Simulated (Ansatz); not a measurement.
# ZrCdS3 (model cell, started as cubic perovskite with Zr in the octahedra): following an unstable mode, part 2 of 3

Wanted: the energy along a soft mode of ZrCdS3 (model cell, started as cubic perovskite with Zr in the octahedra) and the structure at the end.

Ansatz 0.2.0; DFT PBEsol, scalar-relativistic, plane waves, PAW; PAW set soft_1.

So far, highest frequency on the path or at a solved wavevector (cm⁻¹): step 2 (the dispersion) 467. Also lowest frequency on the path (cm⁻¹): step 2 -184.

The structure was built from a prototype and need not be the compound's stable phase.

**5. Energy along the mode, all amplitudes (two of the runs are shown above)**

An imaginary frequency means negative curvature, so the energy should fall and then rise again as anharmonic terms take over.

Numbers from this step:

```
depth at the lowest point sampled  : 191.5 meV/atom
largest atomic shift at that point : 0.6 Å
```

The energy from the parent by largest atomic shift:

| largest atomic shift (Å) | energy from the parent (meV/atom) |
| --- | --- |
| 0.000 | 0 |
| 0.040 | -1.25 |
| 0.080 | -4.98 |
| 0.140 | -15.0 |
| 0.220 | -35.2 |
| 0.320 | -68.7 |
| 0.450 | -123 |
| 0.600 | -192 |

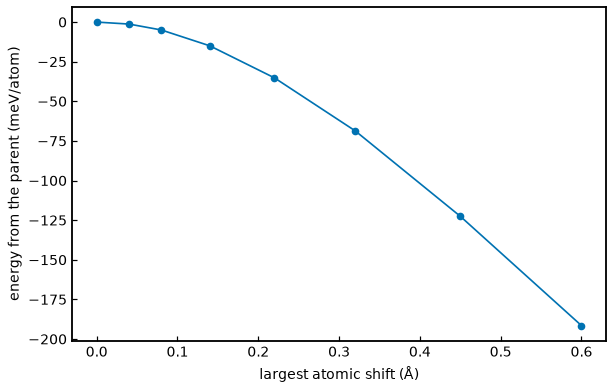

Energy from the parent against largest atomic shift.

Displacement at unit largest shift by atom:

| atom | x (Å) | y (Å) | z (Å) | size |
| --- | --- | --- | --- | --- |
| Cd1 | 0.00 | 0.00 | 0.00 | 0.00 |
| Cd2 | 0.00 | 0.00 | 0.00 | 0.00 |
| Zr3 | 0.00 | 0.00 | 0.00 | 0.00 |
| Zr4 | 0.00 | 0.00 | 0.00 | 0.00 |
| S5 | -1.00 | 0.00 | 0.00 | 1.00 |
| S6 | 1.00 | 0.00 | 0.00 | 1.00 |
| S7 | 0.00 | 0.00 | 0.00 | 0.00 |
| S8 | 0.00 | 0.00 | 0.00 | 0.00 |
| S9 | 0.00 | 0.00 | 1.00 | 1.00 |
| S10 | 0.00 | 0.00 | -1.00 | 1.00 |

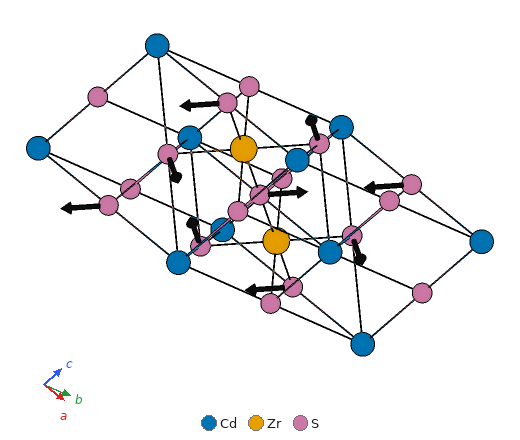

Displacement at unit largest shift as arrows, the longest 1 Å. Some periodic images of atoms are drawn too.

The lowest of the steps tried is the last one, at 0.6 Å, 192 meV/atom below the parent; the bottom of the well need not coincide with a step.

**6. Relaxing from the distorted cell**

Starting from the lowest point found, all atoms and the cell are let go, so that strain and other modes of the same symmetry can join in.

Contents of input.yaml:

```yaml
crystal:
  lattice:
    - [4.9204475525, 4.9204475525, 0.0]
    - [4.9204475525, 0.0, 4.9204475525]
    - [4.9204475525, 0.0, -4.9204475525]
  atoms:
    - { symbol: Cd, position: [0.0, 0.5, 0.5] }
    - { symbol: Cd, position: [0.0, 0.0, 0.0] }
    - { symbol: Zr, position: [0.5, 0.25, 0.75] }
    - { symbol: Zr, position: [0.5, 0.75, 0.25] }
    - { symbol: S, position: [0.5, -0.0609700636, 0.9390299364] }
    - { symbol: S, position: [0.5, 0.5609700636, 0.5609700636] }
    - { symbol: S, position: [0.0, 0.0, 0.5] }
    - { symbol: S, position: [0.0, 0.5, 0.0] }
    - { symbol: S, position: [0.5, 0.0609700636, 0.4390299364] }
    - { symbol: S, position: [0.5, 0.4390299364, 0.0609700636] }
kpoints:
  mp_grid: { grid: [8, 8, 8] }
hamiltonian:
  xc: pbesol
  pseudopotentials: { kind: paw, azcp: { folder: soft_1 }, xc_functional: pbe }
scf:
  occupations: { method: methfessel_paxton, width: 0.2 }
output:
  forces: true
  stress: true
  eigenvalues: true
relax:
  adjacent_minimum: "off"
  f_tol: 0.002
  max_steps: 120
  cell: { stress_tol: 0.03 }
```

Command:

```console
> ansatz run input.yaml --threads 8 --pin off --max-ram 16384MiB --backend cpu --events-out ev --progress --plain --runs-dir out
```

Numbers of over 12 decimals in the logs are rounded to 6 here.

Output:

```text
[...]
Crystal: 10 atoms, lattice volume = 238.256 Å³
Basis set: ecut = 420 eV, 4645 PW (Γ), exchange–correlation on 96×96×96 points (8 copies of the dense FFT grid, shifted against one another)
Bands: 60, of which v1, the nominal top of the filled ones, is band 50 counted from 1 (49 counted from 0)
Symmetry: 16 space group operations
[...]
k-points: 59 of 512
[...]
SCF iter   1: F=—  HF=-29944.431976 eV  |F-HF|=—  |Δ(HF+E_count)|=         —  Δρ=3.70e-2  dr2=6.44e0  ethr=3.10e-3  ⟨swp⟩=6.3  Hψ=13779  notcnv=0
[...]
SCF iter   9: F=-29942.643822 eV  HF=-29942.643822 eV  |F-HF|=3.17e-10  |Δ(HF+E_count)|=   8.03e-8  S|Δr|=    0.00e0  Δρ=1.60e-6  dr2=8.11e-9  ethr=1.00e-10  ⟨swp⟩=13.6  Hψ=15775  notcnv=0
SCF 1 converged in 9 iterations: F = -29942.643822 eV  dr2 = 8.11e-9
[...]
relax step   1: F+E_penalty+E_count = -29942.64382226 eV  Δ(F+E_penalty+E_count) = +0.000e0 eV  max|allowed force component| = 1.070e0 eV/Å  Δτ_max = 0.0000 Å  P = -3.477 GPa  Ω = 238.256 Å³  (9 SCF iters, dr2 threshold 1.00e-7 eV, accepted)
Crystal: 10 atoms, lattice volume = 226.583 Å³
Basis set: ecut = 420 eV, 4477 PW (Γ), exchange–correlation on 96×96×96 points (8 copies of the dense FFT grid, shifted against one another)
[...]
SCF iter   7: F=-29943.504522 eV  HF=-29943.504522 eV  |F-HF|=3.65e-7  |Δ(HF+E_count)|=   1.05e-6  S|Δr|=    0.00e0  Δρ=1.66e-5  dr2=6.29e-7  ethr=1.00e-9  ⟨swp⟩=7.6  Hψ=16364  notcnv=0
SCF 2 converged in 7 iterations: F = -29943.504522 eV  dr2 = 6.29e-7
relax step   2: F+E_penalty+E_count = -29943.50452198 eV  Δ(F+E_penalty+E_count) = -8.607e-1 eV  max|allowed force component| = 5.429e-1 eV/Å  Δτ_max = 0.1968 Å  P = -1.446 GPa  Ω = 226.583 Å³  energy of the carried Pulay correction = +1.172e-3 eV  (7 SCF iters, dr2 threshold 1.00e-6 eV, accepted)
Crystal: 10 atoms, lattice volume = 220.233 Å³
Basis set: ecut = 420 eV, 4283 PW (Γ), exchange–correlation on 96×96×96 points (8 copies of the dense FFT grid, shifted against one another)
[...]
SCF iter   7: F=-29943.494129 eV  HF=-29943.494129 eV  |F-HF|=6.68e-9  |Δ(HF+E_count)|=   5.11e-7  S|Δr|=    0.00e0  Δρ=1.00e-5  dr2=3.30e-7  ethr=1.00e-9  ⟨swp⟩=5.5  Hψ=17029  notcnv=0
SCF 3 converged in 7 iterations: F = -29943.494129 eV  dr2 = 3.30e-7
relax step   3: F+E_penalty+E_count = -29943.49412858 eV  Δ(F+E_penalty+E_count) = +1.039e-2 eV  max|allowed force component| = 8.077e-1 eV/Å  Δτ_max = 0.1950 Å  P = +0.044 GPa  Ω = 220.233 Å³  energy of the carried Pulay correction = +1.835e-3 eV  (7 SCF iters, dr2 threshold 1.00e-6 eV, rejected (line search))
[...]
relax step   4: F+E_penalty+E_count = -29943.63697930 eV  Δ(F+E_penalty+E_count) = -1.325e-1 eV  max|allowed force component| = 1.650e-1 eV/Å  Δτ_max = 0.0771 Å  P = +0.733 GPa  Ω = 219.583 Å³  energy of the carried Pulay correction = +1.904e-3 eV  (11 SCF iters, accepted)
[...]
relax step   5: F+E_penalty+E_count = -29943.64590571 eV  Δ(F+E_penalty+E_count) = -8.926e-3 eV  max|allowed force component| = 4.808e-2 eV/Å  Δτ_max = 0.0268 Å  P = -0.220 GPa  Ω = 221.395 Å³  energy of the carried Pulay correction = +1.712e-3 eV  (5 SCF iters, dr2 threshold 1.00e-6 eV, accepted)
[...]
relax step   6: F+E_penalty+E_count = -29943.64693428 eV  Δ(F+E_penalty+E_count) = -1.029e-3 eV  max|allowed force component| = 6.572e-4 eV/Å  Δτ_max = 0.0060 Å  P = +0.004 GPa  Ω = 220.989 Å³  energy of the carried Pulay correction = +1.755e-3 eV  (4 SCF iters, dr2 threshold 3.41e-7 eV, accepted)
[...]
SCF iter   7: F=-29943.645214 eV  HF=-29943.645214 eV  |F-HF|=1.09e-11  |Δ(HF+E_count)|=  3.27e-11  S|Δr|=    0.00e0  Δρ=3.74e-8  dr2=2.59e-12  ethr=1.00e-12  ⟨swp⟩=6.0  Hψ=13693  notcnv=0
SCF 7 converged in 7 iterations: F = -29943.645214 eV  dr2 = 2.59e-12
relax step   7: F+E_penalty+E_count = -29943.64521448 eV  Δ(F+E_penalty+E_count) = +1.720e-3 eV  max|allowed force component| = 6.159e-4 eV/Å  Δτ_max = 0.0000 Å  P = +0.003 GPa  Ω = 220.989 Å³  stress off target by 1.94e-2 GPa  SCF on the basis re-selected at this cell (its energy is not comparable with the rows above)  (7 SCF iters)
basis re-selected at this cell: Δ(F+E_penalty+E_count) = +1.720e-3 eV, ΔP = -0.000 GPa vs the last step (what re-selecting the basis moved, of the pressure what is left beyond the Pulay correction that the steps carried, after the strain that the cell walked since its last selection, with what the two solves' SCF thresholds leave and, on support functions, any second-order correction that the steps lacked; it is no m [...]
SCF converged after 7 iterations
[...]
Free energy (F): -29943.645214 eV
[...]
Internal energy: -29943.651800 eV  (E = F + TS)
E sigma→0 (E₀):  -29943.646861 eV
Entropy (-TS):   0.006586 eV (0.659 meV/atom)
Fermi energy:    8.269912 eV
[...]
--- Forces (eV/Å), atoms counted from 1 ---
  atom   1  Cd     0.00000000     0.00000000     0.00000000
  atom   2  Cd    -0.00000000    -0.00000000     0.00000000
  atom   3  Zr    -0.00000000    -0.00000000     0.00000000
  atom   4  Zr    -0.00000000     0.00000000     0.00000000
  atom   5  S      0.00061586     0.00000000     0.00000000
  atom   6  S     -0.00061586    -0.00000000     0.00000000
  atom   7  S     -0.00000000    -0.00000000     0.00000000
  atom   8  S      0.00000000     0.00000000    -0.00000000
  atom   9  S      0.00000000    -0.00000000    -0.00061586
  atom  10  S     -0.00000000     0.00000000     0.00061586
  max |Σ_I F_I| component: 1.39e-17 eV/Å
--- Stress (GPa, compression-positive) ---
        0.014861      -0.000000      -0.000000
       -0.000000      -0.019351       0.000000
       -0.000000       0.000000       0.014861
  P = ⅓ Tr σ = 0.0035 GPa (0.035 kbar)
--- Band table (eV; the first three rows and the last of 59) ---
  k-point 0: bands = [... 46 lower, 7.8697, 7.8697, 8.1966, 8.2368, 8.2368, 9.3035, 9.3035, 9.5800, ... 6 higher]
  k-point 1: bands = [... 46 lower, 7.8664, 7.8925, 7.9359, 8.1042, 8.5293, 9.2797, 9.4134, 9.7835, ... 6 higher]
  k-point 2: bands = [... 46 lower, 7.4401, 7.7489, 7.8877, 7.8970, 8.7591, 9.2681, 9.9218, 10.1393, ... 6 higher]
  k-point 58: bands = [... 46 lower, 6.4777, 6.4777, 8.2165, 8.2165, 8.7237, 9.5702, 10.0598, 10.3594, ... 6 higher]
--- Relaxed structure (6 steps of the walk, 5 accepted, 1 SCFs on fresh bases) ---
  F+E_penalty+E_count = -29943.64521448 eV   max|allowed force component| = 6.159e-4 eV/Å   (the final SCF, on the basis selected at the relaxed cell)
  cell:  # Å, volume = 220.9894 Å³
    - [4.804994, 4.785813, 0.0]
    - [4.804994, 0, 4.804994]
    - [4.804994, 0, -4.804994]
  atoms:
    - { symbol: Cd, position: [0, 0.5, 0.5] }
    - { symbol: Cd, position: [0, 5.640864031062937e-19, 0] }
    - { symbol: Zr, position: [0.500000, 0.250000, 0.75] }
    - { symbol: Zr, position: [0.500000, 0.75, 0.250000] }
    - { symbol: S, position: [0.500000, -0.090919, 0.909081] }
    - { symbol: S, position: [0.500000, 0.590919, 0.590919] }
    - { symbol: S, position: [0, 0.0, 0.5] }
    - { symbol: S, position: [0, 0.5, 0.0] }
    - { symbol: S, position: [0.500000, 0.090919, 0.409081] }
    - { symbol: S, position: [0.500000, 0.409081, 0.090919] }
```

The job ended after 38 s (8 threads of AMD EPYC 7B13 (Zen 3), shared host; peak memory 1.4 GiB).

Step by step:

| step | energy less that of the first step (eV) | largest force component (eV/Å) | pressure (GPa) | volume (Å³) |
| --- | --- | --- | --- | --- |
| 1 | 0.0000 | 1.0699 | -3.48 | 238.26 |
| 2 | -0.8607 | 0.5429 | -1.45 | 226.58 |
| 3 | -0.8503 | 0.8077 | 0.04 | 220.23 |
| 4 | -0.9932 | 0.1650 | 0.73 | 219.58 |
| 5 | -1.0021 | 0.0481 | -0.22 | 221.39 |
| 6 | -1.0031 | 0.0007 | 0.00 | 220.99 |
| 7* | -1.0014 | 0.0006 | 0.00 | 220.99 |

Relaxation steps marked * repeat the geometry before them on a plane-wave basis chosen anew for their cell, so energy and pressure can jump there. Relaxation step 3 was tried and not accepted.

The run keeps the 16 symmetry operations that it works with, so distortions that break them were not tested.

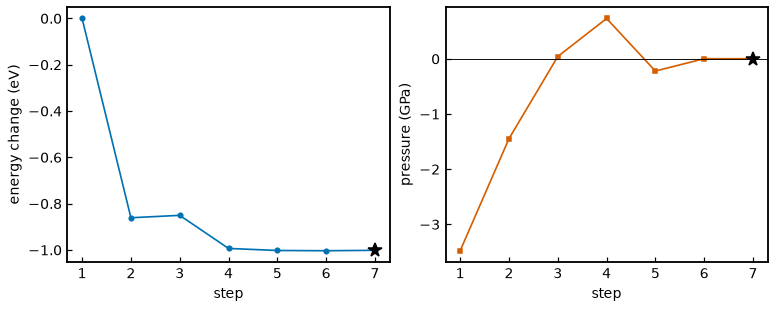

Energy and pressure along the relaxation. Stars mark steps on a basis chosen anew.

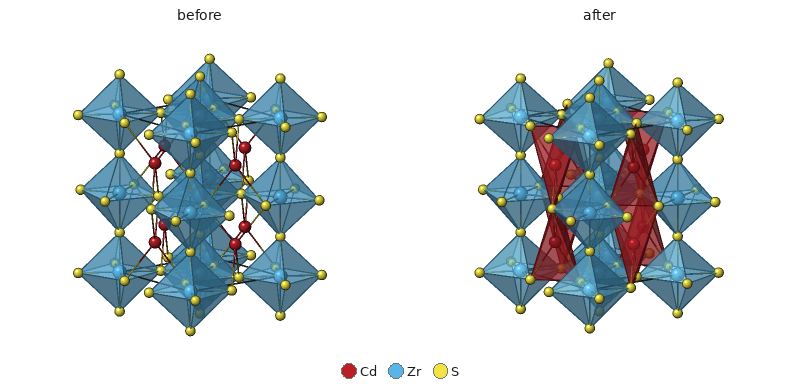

Before and after, at one scale.

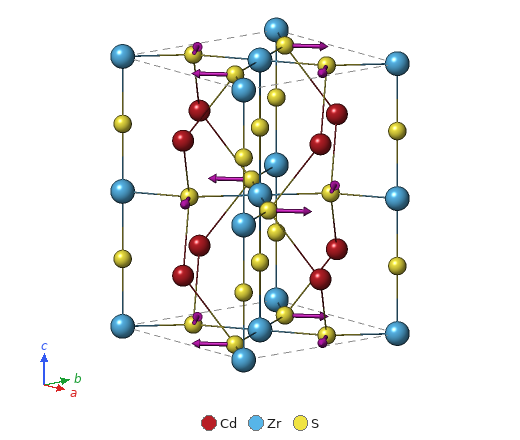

Displacements in the relaxation, exaggerated, measured against the changing cell; the longest in the cell stands for 0.29 Å. Some periodic images of atoms are drawn too.

| conventional cell, symmetrised | before | after | change |
| --- | --- | --- | --- |
| a (Å) | 6.959 | 6.795 | -2.3 % |
| b (Å) | 6.959 | 6.795 | -2.3 % |
| c (Å) | 9.841 | 9.572 | -2.7 % |
| volume (Å³/atom) | 23.83 | 22.10 | -7.2 % |

The atoms that moved most (Å, as changes of fractional coordinates times the final cell):

| atom | dx | dy | dz | length |
| --- | --- | --- | --- | --- |
| S6 | 0.288 | 0.000 | 0.000 | 0.288 |
| S5 | -0.288 | 0.000 | 0.000 | 0.288 |
| S10 | 0.000 | 0.000 | -0.288 | 0.288 |
| S9 | 0.000 | 0.000 | 0.288 | 0.288 |

Numbers from this step:

| Quantity | Value |
| --- | --- |
| pressure | 0.003457 GPa |
| volume per atom | 22.10 Å³ |
| gap on the k-mesh | 0 eV |

The distorted start has space group I4/mcm; the relaxation ends in I4/mcm.

**7. The new phase in its own primitive cell**

The relaxed structure is symmetrised, reduced to its primitive cell and relaxed tightly, as its phonons need.

input.yaml, the sections that differ from step 6:

```yaml
crystal:
  lattice:
    - [-3.3976441732, 3.3976441732, 4.7858132823]
    - [3.3976441732, -3.3976441732, 4.7858132823]
    - [3.3976441732, 3.3976441732, -4.7858132823]
  atoms:
    - { symbol: Cd, position: [0.25, 0.75, 0.5] }
    - { symbol: Cd, position: [0.75, 0.25, 0.5] }
    - { symbol: Zr, position: [0.5, 0.5, 0.0] }
    - { symbol: Zr, position: [0.0, 0.0, 0.0] }
    - { symbol: S, position: [0.6590808942, 0.8409191058, 0.5] }
    - { symbol: S, position: [0.3409191058, 0.1590808942, 0.5] }
    - { symbol: S, position: [0.25, 0.25, 0.0] }
    - { symbol: S, position: [0.75, 0.75, 0.0] }
    - { symbol: S, position: [0.1590808942, 0.6590808942, 0.8181617885] }
    - { symbol: S, position: [0.8409191058, 0.3409191058, 0.1818382115] }
relax:
  adjacent_minimum: "off"
  f_tol: 0.001
  max_steps: 60
  cell: { stress_tol: 0.01 }
# kpoints, hamiltonian, scf, output: as in step 6
```

Output:

```text
[...]
Crystal: 10 atoms, lattice volume = 220.989 Å³
Basis set: ecut = 420 eV, 4283 PW (Γ), exchange–correlation on 96×96×96 points (8 copies of the dense FFT grid, shifted against one another)
Bands: 60, of which v1, the nominal top of the filled ones, is band 50 counted from 1 (49 counted from 0)
Symmetry: 16 space group operations
[...]
k-points: 59 of 512
[...]
- { symbol: Cd, position: [0.75, 0.25, 0.5] }
    - { symbol: Zr, position: [0.5, 0.5, 0] }
    - { symbol: Zr, position: [0, 0, 0] }
    - { symbol: S, position: [0.659101, 0.840899, 0.5] }
    - { symbol: S, position: [0.340899, 0.159101, 0.5] }
    - { symbol: S, position: [0.25, 0.25, 0] }
    - { symbol: S, position: [0.75, 0.75, 0] }
    - { symbol: S, position: [0.159101, 0.659101, 0.818202] }
    - { symbol: S, position: [0.840899, 0.340899, 0.181798] }
[key lines of the parts left out:]
SCF converged after 6 iterations
Free energy (F): -29943.645220 eV
Fermi energy:    8.265220 eV
P = ⅓ Tr σ = -0.0036 GPa (-0.036 kbar)
```

Elapsed: 18 s, on 8 threads; peak memory 1.3 GiB; 2.3 min of CPU time.

Little changed from the start: no atom moved by 0.005 Å and no cell edge by 0.1 %.

Numbers from this step:

```
pressure : -0.003595 GPa
```

The largest force component left is 1.1e-4 meV/Å and the pressure is -0.004 GPa, within the tolerances set. The cell now holds 22.10 Å³/atom.

(Continued in part 3 of 3.)

[Logs are printed without paths, hosts, clocks, repeated set-up lines and the standing remarks that a program may print on its own settings, such as how far it seeks lower states.]

[Hosts, paths, dates, database ids (printed as entryN), source tags and the programs' standing remarks are cut or masked in the printed files.]
